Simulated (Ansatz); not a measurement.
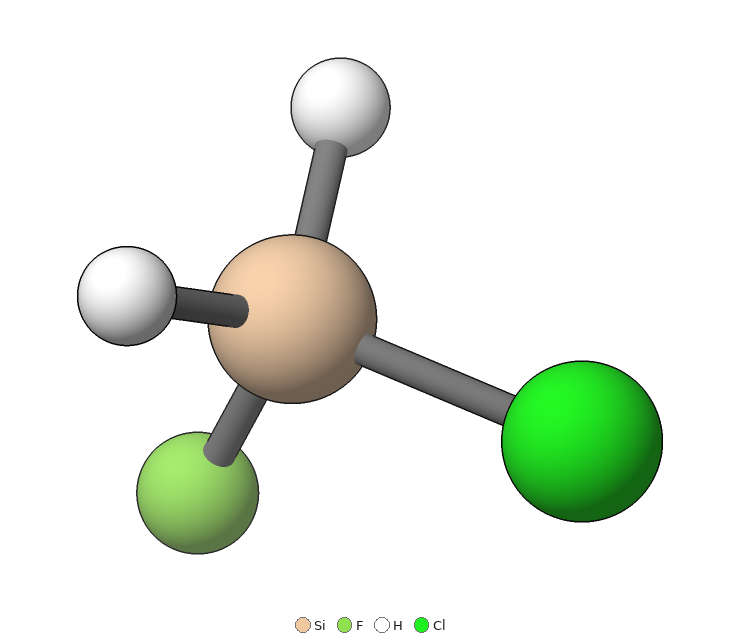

A ball-and-stick model of a molecule.

Question: Count the atoms of each element.

Answer: ClFH2Si, 5 atoms: 1 chlorine, 1 fluorine, 2 hydrogen and 1 silicon.

Question: Give the symmetry (Schoenflies symbol).

Answer: Cs.

Question: How many bonds of each kind are drawn?

Answer: 2 Si–H, 1 F–Si, 1 Cl–Si. Sticks follow a distance rule.

Question: How many sets of symmetry-equivalent atoms are there?

Answer: 4: 1 Si, 1 F, 2 H, 1 Cl.

The parts below concern this one geometry. Atoms keep their numbers from picture to picture. Computed geometry: PBE0-D4/def2-TZVP optimisation.

## Geometry

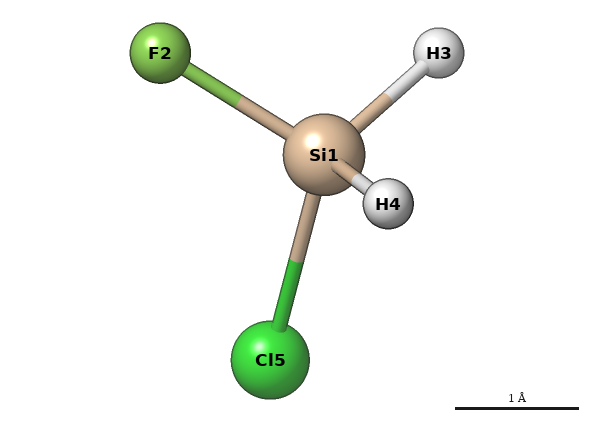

List the bonds and their lengths.

```
   bond  length (Å)
 Si1–F2       1.589
 Si1–H3       1.475
 Si1–H4       1.475
Si1–Cl5       2.036
```

## Vibrations

Harmonic vibrations computed with RKS PBE0-D4/def2-TZVP (Ansatz 0.2.0) at a stationary point of the same level.

Question: List the wavenumbers.

Answer: 9 modes: 248, 566, 640, 728, 884, 924, 967, 2278, 2290 cm⁻¹.

## Dipole moment

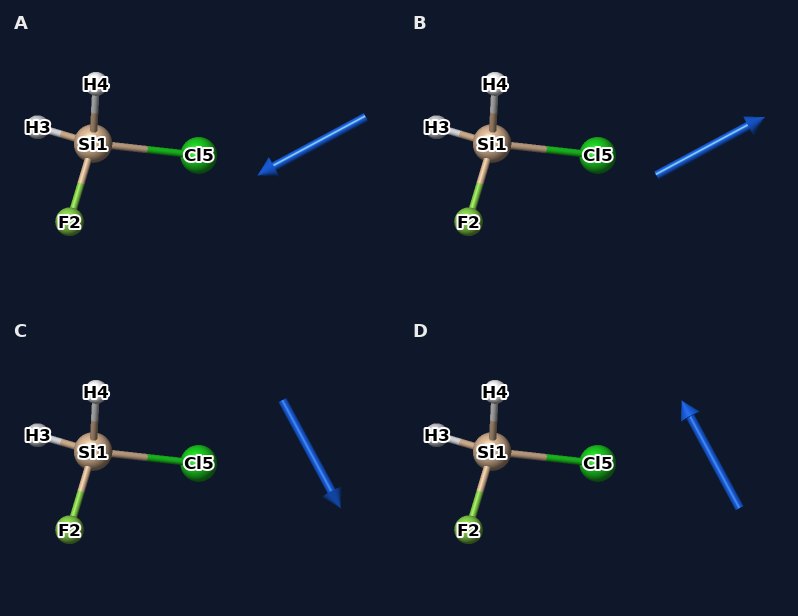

The same molecule four times, each with an arrow. Method: RKS PBE0-D4/def2-TZVP (Ansatz 0.2.0).

Question: Which arrow points along the dipole moment, from the negative to the positive end?

Answer: D. The dipole moment is 1.32 D; it points from the side of F2, Cl5 to the side of H3, H4 (the outermost atoms at the two ends).

## Charges

The questions are on Mulliken charges. Method: RKS PBE0-D4/def2-TZVP (Ansatz 0.2.0).

Question: Which atom carries the highest charge (most positive or least negative)?

Answer: Si1 (0.55 e).

Question: And the lowest?

Answer: F2 (−0.29 e).

List the Mulliken charges.

```csv
atom,value (e)
Si1,0.55
F2,−0.29
H3,−0.02
H4,−0.02
Cl5,−0.22
```

Mulliken values depend strongly on the basis set and can even reverse the polarity of a bond.
